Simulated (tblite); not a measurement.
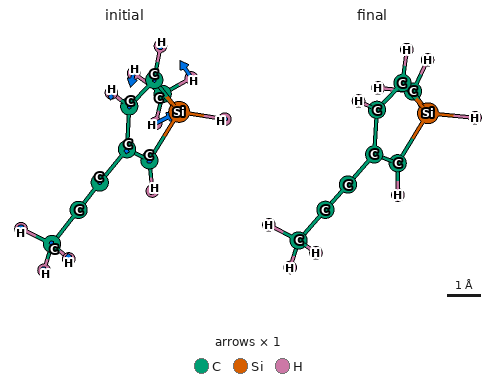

The structure of C$_{8}$H$_{10}$Si before (left) and after (right) a relaxation, at one scale. The blue arrows give the displacements, at their true length.

The picture is a ball-and-stick view, seen from a free direction.

Computed with GFN2-xTB geometry optimisation, gas phase (tblite). 

Question: Summarise the run.

Answer: After 103 geometry steps the energy has fallen by 0.648 eV. An H atom moves most after the best rigid fit: 0.75 Å. By element the largest moves are H 0.75 Å, C 0.18 Å, Si 0.06 Å. Among the contacts that change: C–C 1.487 → 1.410 Å, C–C 1.390 → 1.467 Å, C–Si 1.822 → 1.899 Å, C–H 1.130 → 1.085 Å. Among the angles between lasting bonds that change: C–C–H 130.7° → 121.5°, Si–C–H 121.2° → 129.1°, C–C–H 117.9° → 125.0°. Groups turn about C–Si by about 35°. Cost: 0.68 s on 1 thread of Arm Neoverse V2 (shared host).
